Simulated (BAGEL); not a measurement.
**SiPH5O2 (SMILES O[SiH2]OP), step by step**

We compute a single-point energy (HF/cc-pVDZ), then a single-point energy (NEVPT2(2,2)/cc-pVDZ) of SiPH5O2. 

The results are computed with BAGEL 1.2.2.

### Step 1. Starting point

SiPH5O2 has 9 atoms, charge 0, and is taken as a singlet. SMILES: `O[SiH2]OP`. The P4–H9 distance was set to 2.705 Å, away from the relaxed value. At this shape a bond of the SMILES string is far longer than usual.

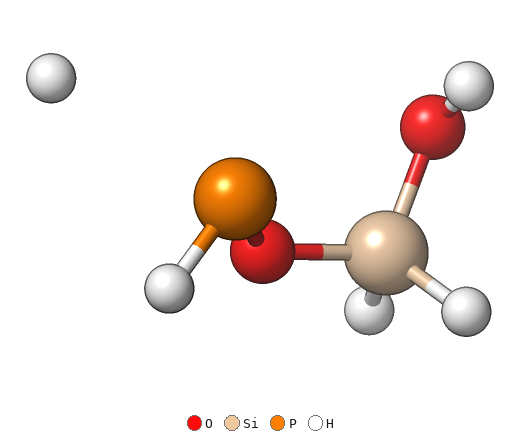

The structure, seen from a chosen angle (oxygen red, silicon light orange, phosphorus orange, hydrogen white).

### Step 2. The energy at HF/cc-pVDZ (density fitting with svp-jkfit) (run 1)

The input, hf.json:

```json
{ "bagel": [

{
  "title": "molecule",
  "basis": "cc-pvdz.json",
  "df_basis": "svp-jkfit",
  "angstrom": "true",
  "geometry": [
    { "atom": "O", "xyz": [    0.294897,    2.178720,   -1.186618 ] },
    { "atom": "Si", "xyz": [    1.420497,    1.596420,   -0.150118 ] },
    { "atom": "O", "xyz": [    0.905197,    0.256320,    0.658082 ] },
    { "atom": "P", "xyz": [   -0.339403,    0.199520,    1.733882 ] },
    { "atom": "H", "xyz": [   -0.395903,    2.741320,   -0.834318 ] },
    { "atom": "H", "xyz": [    1.773397,    2.639720,    0.847582 ] },
    { "atom": "H", "xyz": [    2.567297,    1.157920,   -0.964818 ] },
    { "atom": "H", "xyz": [    0.296897,   -0.556480,    2.758882 ] },
    { "atom": "H", "xyz": [   -1.612000,   -1.984300,    0.770600 ] }
  ]
},
{
  "title": "hf"
},
{
  "title": "print",
  "file": "orbitals.molden",
  "orbitals": "true"
}

]}
```

The basis set cc-pVDZ is read from a file made from the Basis Set Exchange's data (not shown).

Command:

```bash
BAGEL_NUM_THREADS=1 BAGEL hf.json > hf.out
```

What it wrote:

```text
* using 1 threads per process

  ===============================================================
  ===============================================================

  *** Geometry ***

  { "atom" : "O", "xyz" : [      0.557275,      4.117184,     -2.242383 ] },
  { "atom" : "Si", "xyz" : [      2.684350,      3.016797,     -0.283682 ] },
  { "atom" : "O", "xyz" : [      1.710574,      0.484375,      1.243595 ] },
  { "atom" : "P", "xyz" : [     -0.641379,      0.377038,      3.276562 ] },
  { "atom" : "H", "xyz" : [     -0.748148,      5.180344,     -1.576633 ] },
  { "atom" : "H", "xyz" : [      3.351235,      4.988348,      1.601698 ] },
  { "atom" : "H", "xyz" : [      4.851488,      2.188152,     -1.823242 ] },
  { "atom" : "H", "xyz" : [      0.561054,     -1.051595,      5.213531 ] },
  { "atom" : "H", "xyz" : [     -3.046239,     -3.749784,      1.456223 ] },

  Number of auxiliary basis functions:      500

  Since a DF basis is specified, we compute 2- and 3-index integrals:
    o Being stored without compression. Storage requirement is 0.032 GB

  Number of basis functions:       89
  Number of electrons      :       50

    * METHOD: MOLECULE                             0.25

  *** RHF ***

  === Nuclear Repulsion ===
   229.2258392005

      * DIIS with orbital gradients will be used.

  === RHF iteration (cc-pvdz.json) ===
      0       -781.90624069          0.01832882           0.09
      1       -782.08773796          0.01407513           0.09
      2       -782.23282311          0.00128789           0.09
      3       -782.23470359          0.00064543           0.09
      4       -782.23509625          0.00014272           0.09
      5       -782.23513640          0.00005610           0.09
      6       -782.23514425          0.00002613           0.09
      7       -782.23514641          0.00000910           0.09
      8       -782.23514664          0.00000381           0.09
      9       -782.23514667          0.00000166           0.09
     10       -782.23514667          0.00000081           0.09
     11       -782.23514667          0.00000036           0.09
     12       -782.23514667          0.00000014           0.09
     13       -782.23514667          0.00000007           0.09
     14       -782.23514667          0.00000003           0.09
     15       -782.23514667          0.00000002           0.09
     16       -782.23514667          0.00000001           0.09
    * SCF iteration converged.

    * Permanent dipole moment:
           (   -0.368335,    -1.276956,    -0.850290) a.u.

    * METHOD: HF                                   1.73

    * METHOD: PRINT                                0.01

  ===============================================================
```

Wall time 2.1 s (1 thread of Arm Neoverse V2, shared host); peak memory 0.15 GiB.

### Step 3. The energy at NEVPT2(2,2)/cc-pVDZ (density fitting with svp-jkfit) (run 2)

The input, job.json:

```json
{ "bagel": [

{
  "title": "molecule",
  "basis": "cc-pvdz.json",
  "df_basis": "svp-jkfit",
  "angstrom": "true",
  "geometry": [
    { "atom": "O", "xyz": [    0.294897,    2.178720,   -1.186618 ] },
    { "atom": "Si", "xyz": [    1.420497,    1.596420,   -0.150118 ] },
    { "atom": "O", "xyz": [    0.905197,    0.256320,    0.658082 ] },
    { "atom": "P", "xyz": [   -0.339403,    0.199520,    1.733882 ] },
    { "atom": "H", "xyz": [   -0.395903,    2.741320,   -0.834318 ] },
    { "atom": "H", "xyz": [    1.773397,    2.639720,    0.847582 ] },
    { "atom": "H", "xyz": [    2.567297,    1.157920,   -0.964818 ] },
    { "atom": "H", "xyz": [    0.296897,   -0.556480,    2.758882 ] },
    { "atom": "H", "xyz": [   -1.612000,   -1.984300,    0.770600 ] }
  ]
},
{
  "title": "hf"
},
{
  "title": "nevpt2",
  "nstate": 1,
  "nact": 2,
  "nclosed": 24,
  "active": [25, 26],
  "maxiter": 200,
  "natocc": "true",
  "ncore": 12
},
{
  "title": "print",
  "file": "orbitals.molden",
  "orbitals": "true"
}

]}
```

The basis set cc-pVDZ is read from a file made from the Basis Set Exchange's data (not shown).

Command:

```bash
BAGEL_NUM_THREADS=1 BAGEL job.json > job.out
```

What it wrote:

```text
* using 1 threads per process

  ===============================================================
  ===============================================================

  *** Geometry ***

  { "atom" : "O", "xyz" : [      0.557275,      4.117184,     -2.242383 ] },
  { "atom" : "Si", "xyz" : [      2.684350,      3.016797,     -0.283682 ] },
  { "atom" : "O", "xyz" : [      1.710574,      0.484375,      1.243595 ] },
  { "atom" : "P", "xyz" : [     -0.641379,      0.377038,      3.276562 ] },
  { "atom" : "H", "xyz" : [     -0.748148,      5.180344,     -1.576633 ] },
  { "atom" : "H", "xyz" : [      3.351235,      4.988348,      1.601698 ] },
  { "atom" : "H", "xyz" : [      4.851488,      2.188152,     -1.823242 ] },
  { "atom" : "H", "xyz" : [      0.561054,     -1.051595,      5.213531 ] },
  { "atom" : "H", "xyz" : [     -3.046239,     -3.749784,      1.456223 ] },

  Number of auxiliary basis functions:      500

  Since a DF basis is specified, we compute 2- and 3-index integrals:
    o Being stored without compression. Storage requirement is 0.032 GB

  Number of basis functions:       89
  Number of electrons      :       50

    * METHOD: MOLECULE                             0.25

  *** RHF ***

  === Nuclear Repulsion ===
   229.2258392005

      * DIIS with orbital gradients will be used.

  === RHF iteration (cc-pvdz.json) ===
      0       -781.90624069          0.01832882           0.09
      1       -782.08773796          0.01407513           0.09
      2       -782.23282311          0.00128789           0.09
      3       -782.23470359          0.00064543           0.09
      4       -782.23509625          0.00014272           0.09
      5       -782.23513640          0.00005610           0.09
      6       -782.23514425          0.00002613           0.09
      7       -782.23514641          0.00000910           0.09
      8       -782.23514664          0.00000381           0.09
      9       -782.23514667          0.00000166           0.09
     10       -782.23514667          0.00000081           0.09
     11       -782.23514667          0.00000036           0.09
     12       -782.23514667          0.00000014           0.09
     13       -782.23514667          0.00000007           0.09
     14       -782.23514667          0.00000003           0.09
     15       -782.23514667          0.00000002           0.09
     16       -782.23514667          0.00000001           0.09
    * SCF iteration converged.

    * Permanent dipole moment:
           (   -0.368335,    -1.276956,    -0.850290) a.u.

    * METHOD: HF                                   1.74

    * freezing 12 orbitals
  ---------------------------
      CASSCF calculation
  ---------------------------

    ==== Active orbitals : =====
         Orbital 25
         Orbital 26
    ============================

    * nstate   :      1
    * nclosed  :     24
    * nact     :      2
    * nvirt    :     63
  === CASSCF iteration (cc-pvdz.json) ===

    * Using the second-order algorithm

      0  0      -782.28364337     4.52e-03      0.03

      1  0      -782.30367693     8.29e-04      0.52

      2  0      -782.30423813     2.00e-04      0.53

      3  0      -782.30426257     5.89e-05      0.55

      4  0      -782.30426443     1.65e-05      0.54

      5  0      -782.30426457     4.60e-06      0.55

      6  0      -782.30426458     1.28e-06      0.54

      7  0      -782.30426458     3.56e-07      0.55

      8  0      -782.30426458     9.89e-08      0.51

      9  0      -782.30426458     2.75e-08      0.49

     10  0      -782.30426458     7.65e-09      0.42

    * Second-order optimization converged. *

     guess   0:   closed 1.                   open ..

  === FCI iteration ===

      0  0      -782.22547983     7.86e-02      0.00
      1  0      -782.30143341     1.53e-02      0.00
      2  0 *    -782.30426458     8.39e-16      0.00

     * ci vector, state   0, <S^2> = 0.0000
       2.     0.8932125139
       .2    -0.4496347462

  === DF-NEVPT2 calculation ===

    * 3-index integral transformation done
    * assembly done

      NEVPT2 correlation energy:   -0.5717829952      0.18

          (+0)     -0.5247533691
          (+0)'    -0.0091960414
          (+1)     -0.0137241766
          (+1)'    -0.0000000000
          (+2)     -0.0003602570
          (-1)     -0.0225673751
          (-1)'     0.0000000000
          (-2)     -0.0011817761

      NEVPT2 total energy:       -782.8760475796

    * METHOD: NEVPT2                               5.77

    * METHOD: PRINT                                0.01

  ===============================================================
```

It took 8.1 s on 1 thread of Arm Neoverse V2, shared host; peak memory 0.15 GiB.

### Step 4. Summary of results

| quantity | value |
| --- | --- |
| run 1, HF/cc-pVDZ: total energy | -782.23515 Eh |
| run 1, HF/cc-pVDZ: dipole moment | 4.01 D |
| run 1, HF/cc-pVDZ: HOMO energy | -8.43 eV |
| run 1, HF/cc-pVDZ: LUMO energy | -0.21 eV |
| run 1, HF/cc-pVDZ: HOMO–LUMO gap | 8.22 eV |
| run 2, NEVPT2(2,2)/cc-pVDZ: total energy | -782.87605 Eh |

One bond (run 1, HF/cc-pVDZ) is far stretched, which a spin-restricted single reference describes badly; a broken-symmetry solution may lie lower.
